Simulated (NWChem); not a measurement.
**C5H10 (3-methyl-1-butene) at 4 levels**

Aim: a comparison of 4 runs (BLYP/def2-SVP, PBE/def2-SVP, SVWN5/def2-SVP, revPBE/def2-SVP) of C5H10 (3-methyl-1-butene). 

Program for the calculation: NWChem 7.3.0.

**1. The system as given**

The species is C5H10 (15 atoms), meant as a singlet with charge 0. SMILES: `C=CC(C)C`. The shape is that of a PBE0-D4/def2-TZVP optimisation. This is one conformer, not always the lowest.

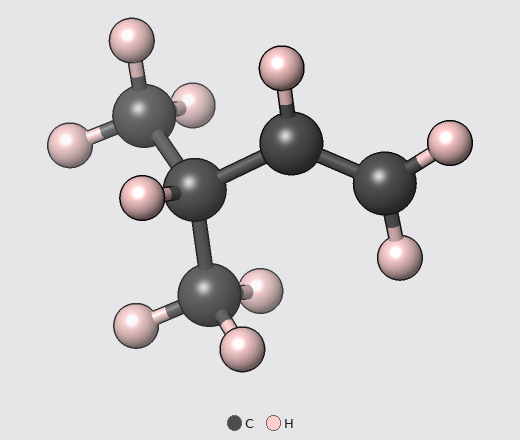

The structure, seen from a chosen angle (carbon dark grey, hydrogen pink).

**2. Energy and gradient at BLYP/def2-SVP (run 1)**

The input, work.nw:

```
start work
title "C5H10"
memory stack 880 mb heap 220 mb global 1100 mb

geometry noautosym nocenter noautoz
 C     -1.650600     0.611500     1.131300
 C     -0.550400    -0.127700     1.102700
 C      0.571800    -0.035700     0.113600
 C      0.789600    -1.393500    -0.552500
 C      0.391400     1.059600    -0.922200
 H     -2.409300     0.455700     1.889300
 H     -1.838800     1.396700     0.407500
 H     -0.426900    -0.902500     1.858500
 H      1.480200     0.189200     0.691400
 H      0.944200    -2.181400     0.188800
 H      1.663700    -1.370700    -1.208000
 H     -0.080500    -1.667700    -1.155400
 H      0.280400     2.041400    -0.456600
 H     -0.494200     0.875200    -1.537200
 H      1.255500     1.099700    -1.589100
end

basis spherical bse
 * library def2-SVP
end

dft
 xc becke88 lyp
 mult 1
 grid fine
 convergence energy 1e-08
 maxiter 100
 mulliken
end

task dft gradient
```

On the command line:

```bash
$ nwchem work.nw > work.out
```

Standard output:

```text
[...]
          Wavefunction type:  closed shell.
          No. of atoms     :    15
          No. of electrons :    40
[...]
          Charge           :     0
          Spin multiplicity:     1
[...]
          AO basis - number of functions:   120
[...]
              XC Information
              --------------
                    Becke 1988 Exchange Functional  1.000
              Lee-Yang-Parr Correlation Functional  1.000
[...]
 d= 0,ls=0.0,diis     1   -196.2036151455 -3.74D+02  9.05D-03  4.26D-01     4.1
[...]
 d= 0,ls=0.0,diis    10   -196.2540769772 -3.20D-09  4.19D-07  2.73D-09    38.0
         Total DFT energy =     -196.254076977175
      One electron energy =     -614.036561677014
           Coulomb energy =      270.856351553339
    Exchange-Corr. energy =      -30.706556880108
 Nuclear repulsion energy =      177.632690026607
[...]
      Total Density - Mulliken Population Analysis
     ---------------------------------------------
    Atom       Charge   Shell Charges
 -----------   ------   -------------------------------------------------------
    1 C    6     5.99   1.98  0.90  0.20  2.10  0.78  0.03
    2 C    6     6.04   1.99  0.93  0.25  2.09  0.74  0.03
    3 C    6     5.97   1.98  0.95  0.04  2.15  0.80  0.04
    4 C    6     5.92   1.98  0.93  0.05  2.15  0.79  0.03
    5 C    6     5.91   1.98  0.92  0.02  2.15  0.79  0.03
    6 H    1     1.01   0.75  0.24  0.02
    7 H    1     1.01   0.76  0.24  0.02
    8 H    1     1.04   0.77  0.25  0.02
    9 H    1     1.03   0.77  0.24  0.02
   10 H    1     1.01   0.75  0.24  0.02
[...]
  wavefunction    = closed shell
                         DFT ENERGY GRADIENTS
    atom               coordinates                        gradient
                 x          y          z           x          y          z
   1 C      -3.119182   1.155567   2.137847    0.011155  -0.006750  -0.001016
   2 C      -1.040105  -0.241318   2.083801   -0.009108   0.005443  -0.001031
   3 C       1.080545  -0.067463   0.214673    0.000647   0.000129   0.000537
   4 C       1.492128  -2.633333  -1.044074   -0.001431   0.000671  -0.000038
   5 C       0.739639   2.002354  -1.742705   -0.001292  -0.001027   0.000358
   6 H      -4.552917   0.861148   3.570259    0.008559   0.001188  -0.007854
   7 H      -3.474828   2.639380   0.770063    0.002809  -0.008043   0.006615
   8 H      -0.806724  -1.705478   3.512056   -0.001445   0.007785  -0.007766
   9 H       2.797172   0.357536   1.306557   -0.008883  -0.001907  -0.005422
  10 H       1.784279  -4.122248   0.356780   -0.001690   0.008400  -0.006600
  11 H       3.143937  -2.590247  -2.282789   -0.008529   0.000680   0.006581
[...]
```

It took 46 s on 1 thread of Intel Xeon Platinum 8488C (Sapphire Rapids), shared host; peak memory 0.12 GiB.

**3. Energy and forces at PBE/def2-SVP (run 2)**

The input, c5h10.nw:

```
start c5h10
memory 2200 mb
charge 0

geometry units au noautosym nocenter noautoz
  C     -3.11918194     1.15556753     2.13784716
  C     -1.04010526    -0.24131803     2.08380100
  C      1.08054540    -0.06746322     0.21467289
  C      1.49212775    -2.63333335    -1.04407368
  C      0.73963881     2.00235380    -1.74270543
  H     -4.55291715     0.86114819     3.57025957
  H     -3.47482840     2.63938048     0.77006340
  H     -0.80672408    -1.70547783     3.51205600
  H      2.79717261     0.35753618     1.30655664
  H      1.78427941    -4.12224857     0.35678029
  H      3.14393735    -2.59024760    -2.28278916
  H     -0.15212295    -3.15149626    -2.18338956
  H      0.52987921     3.85768691    -0.86284895
  H     -0.93390265     1.65388830    -2.90488700
  H      2.37255115     2.07813182    -3.00296378
end

basis spherical bse
  * library def2-SVP
end

dft
  xc xpbe96 cpbe96
  grid fine
  convergence energy 1e-08
  maxiter 100
  mulliken
  print medium
end

task dft gradient
```

On the command line:

```bash
$ nwchem c5h10.nw > c5h10.out
```

Standard output:

```text
[...]
          Wavefunction type:  closed shell.
          No. of atoms     :    15
          No. of electrons :    40
[...]
          Charge           :     0
          Spin multiplicity:     1
[...]
          AO basis - number of functions:   120
[...]
              XC Information
              --------------
          PerdewBurkeErnzerhof Exchange Functional  1.000
            Perdew 1991 LDA Correlation Functional  1.000 local
           PerdewBurkeErnz. Correlation Functional  1.000 non-local
[...]
 d= 0,ls=0.0,diis     1   -196.0604946036 -3.74D+02  6.72D-03  3.77D-01     4.2
[...]
 d= 0,ls=0.0,diis    10   -196.1007702820 -2.16D-09  3.39D-07  1.75D-09    37.6
         Total DFT energy =     -196.100770282028
      One electron energy =     -614.061770337663
           Coulomb energy =      270.859757302245
    Exchange-Corr. energy =      -30.531434524665
 Nuclear repulsion energy =      177.632677278055
[...]
      Total Density - Mulliken Population Analysis
     ---------------------------------------------
    Atom       Charge   Shell Charges
 -----------   ------   -------------------------------------------------------
    1 C    6     6.04   1.98  0.90  0.22  2.09  0.82  0.02
    2 C    6     6.05   1.98  0.92  0.25  2.08  0.78  0.03
    3 C    6     6.09   1.98  0.93  0.13  2.13  0.87  0.04
    4 C    6     6.00   1.98  0.91  0.11  2.13  0.84  0.03
    5 C    6     5.99   1.98  0.91  0.08  2.14  0.85  0.03
    6 H    1     0.98   0.75  0.21  0.02
    7 H    1     0.98   0.75  0.21  0.02
    8 H    1     1.00   0.75  0.23  0.02
    9 H    1     0.98   0.75  0.20  0.02
   10 H    1     0.98   0.74  0.22  0.02
[...]
  wavefunction    = closed shell
                         DFT ENERGY GRADIENTS
    atom               coordinates                        gradient
                 x          y          z           x          y          z
   1 C      -3.119182   1.155568   2.137847    0.009043  -0.005439  -0.000775
   2 C      -1.040105  -0.241318   2.083801   -0.011295   0.004127   0.002526
   3 C       1.080545  -0.067463   0.214673    0.003814   0.000970   0.003363
   4 C       1.492128  -2.633333  -1.044074   -0.000450  -0.003717  -0.002331
   5 C       0.739639   2.002354  -1.742705   -0.001598   0.002639  -0.003159
   6 H      -4.552917   0.861148   3.570260    0.008722   0.001440  -0.008281
   7 H      -3.474828   2.639380   0.770063    0.002491  -0.008683   0.007572
   8 H      -0.806724  -1.705478   3.512056   -0.001536   0.008257  -0.008083
   9 H       2.797173   0.357536   1.306557   -0.008746  -0.001937  -0.005599
  10 H       1.784279  -4.122249   0.356780   -0.001630   0.008300  -0.006806
  11 H       3.143937  -2.590248  -2.282789   -0.008553   0.000397   0.006553
[...]
```

Wall time 45 s (1 thread of Intel Xeon Platinum 8488C (Sapphire Rapids), shared host); peak memory 0.12 GiB.

Run 3 isn't shown in full; the table further down has it.

**4. Energy and gradient at revPBE/def2-SVP (run 4)**

The input, run.nw:

```
echo
start run
memory total 2200 mb

geometry noautosym nocenter noautoz
   C       -1.650600       0.611500       1.131300
   C       -0.550400      -0.127700       1.102700
   C        0.571800      -0.035700       0.113600
   C        0.789600      -1.393500      -0.552500
   C        0.391400       1.059600      -0.922200
   H       -2.409300       0.455700       1.889300
   H       -1.838800       1.396700       0.407500
   H       -0.426900      -0.902500       1.858500
   H        1.480200       0.189200       0.691400
   H        0.944200      -2.181400       0.188800
   H        1.663700      -1.370700      -1.208000
   H       -0.080500      -1.667700      -1.155400
   H        0.280400       2.041400      -0.456600
   H       -0.494200       0.875200      -1.537200
   H        1.255500       1.099700      -1.589100
end

basis spherical bse
   C library def2-SVP
   H library def2-SVP
end

dft
   xc revpbe cpbe96
   mult 1
   grid fine
   convergence energy 1e-08
   iterations 100
   mulliken
end

task dft gradient
```

On the command line:

```bash
$ nwchem run.nw > run.out
```

Standard output:

```text
[...]
          Wavefunction type:  closed shell.
          No. of atoms     :    15
          No. of electrons :    40
[...]
          Charge           :     0
          Spin multiplicity:     1
[...]
          AO basis - number of functions:   120
[...]
              XC Information
              --------------
                        RevPBE Exchange Functional  1.000
            Perdew 1991 LDA Correlation Functional  1.000 local
           PerdewBurkeErnz. Correlation Functional  1.000 non-local
[...]
 d= 0,ls=0.0,diis     1   -196.2816283921 -3.74D+02  6.61D-03  3.50D-01     4.5
[...]
 d= 0,ls=0.0,diis    10   -196.3233578655 -2.29D-09  3.47D-07  1.92D-09    38.9
         Total DFT energy =     -196.323357865475
      One electron energy =     -614.038377152495
           Coulomb energy =      270.853055083777
    Exchange-Corr. energy =      -30.770725823364
 Nuclear repulsion energy =      177.632690026607
[...]
      Total Density - Mulliken Population Analysis
     ---------------------------------------------
    Atom       Charge   Shell Charges
 -----------   ------   -------------------------------------------------------
    1 C    6     6.03   1.99  0.90  0.22  2.08  0.81  0.02
    2 C    6     6.05   1.99  0.93  0.26  2.07  0.78  0.03
    3 C    6     6.10   1.98  0.93  0.14  2.13  0.87  0.04
    4 C    6     5.98   1.98  0.91  0.10  2.12  0.83  0.03
    5 C    6     5.96   1.98  0.91  0.08  2.13  0.83  0.03
    6 H    1     0.99   0.75  0.21  0.02
    7 H    1     0.99   0.76  0.21  0.02
    8 H    1     1.01   0.76  0.22  0.02
    9 H    1     0.98   0.76  0.20  0.02
   10 H    1     0.99   0.75  0.21  0.02
[...]
  wavefunction    = closed shell
                         DFT ENERGY GRADIENTS
    atom               coordinates                        gradient
                 x          y          z           x          y          z
   1 C      -3.119182   1.155567   2.137847    0.012298  -0.007376  -0.001192
   2 C      -1.040105  -0.241318   2.083801   -0.011598   0.006039   0.000057
   3 C       1.080545  -0.067463   0.214673    0.001593   0.000554   0.002092
   4 C       1.492128  -2.633333  -1.044074   -0.001079  -0.000654  -0.000876
   5 C       0.739639   2.002354  -1.742705   -0.001536   0.000032  -0.000653
   6 H      -4.552917   0.861148   3.570259    0.009118   0.001352  -0.008513
   7 H      -3.474828   2.639380   0.770063    0.003090  -0.008722   0.007192
   8 H      -0.806724  -1.705478   3.512056   -0.001459   0.008285  -0.008361
   9 H       2.797172   0.357536   1.306557   -0.009073  -0.002034  -0.005758
  10 H       1.784279  -4.122248   0.356780   -0.001805   0.008667  -0.006829
  11 H       3.143937  -2.590247  -2.282789   -0.008824   0.000671   0.006765
[...]
```

It took 47 s on 1 thread of Intel Xeon Platinum 8488C (Sapphire Rapids), shared host; peak memory 0.12 GiB.

**5. All runs side by side**

```
run            level  energy (Eh)  dipole moment (D)  HOMO energy (eV)  LUMO energy (eV)  wall time
  1    BLYP/def2-SVP  -196.254077               0.42             -5.94             -0.21       46 s
  2     PBE/def2-SVP  -196.100770               0.44             -6.13             -0.38       45 s
  3   SVWN5/def2-SVP  -194.513511               0.46             -6.28             -0.58       29 s
  4  revPBE/def2-SVP  -196.323358               0.44             -6.08             -0.30       47 s
```

**6. Summary of results**

| quantity | value |
| --- | --- |
| run 4: total energy | -196.32336 Eh |
| run 4: dipole moment | 0.44 D |
| run 4: HOMO energy | -6.08 eV |
| run 4: LUMO energy | -0.30 eV |
| run 4: HOMO–LUMO gap | 5.78 eV |
| run 4: largest force on an atom | 0.740 eV/Å |

In words: The dipole moment (its size) runs from 0.42 D (BLYP/def2-SVP) to 0.46 D (SVWN5/def2-SVP). The HOMO–LUMO gap runs from 5.70 eV (SVWN5/def2-SVP) to 5.78 eV (revPBE/def2-SVP). Totals of different functionals can't be ranked against each other. All runs together took 2.8 min, the longest 47 s.
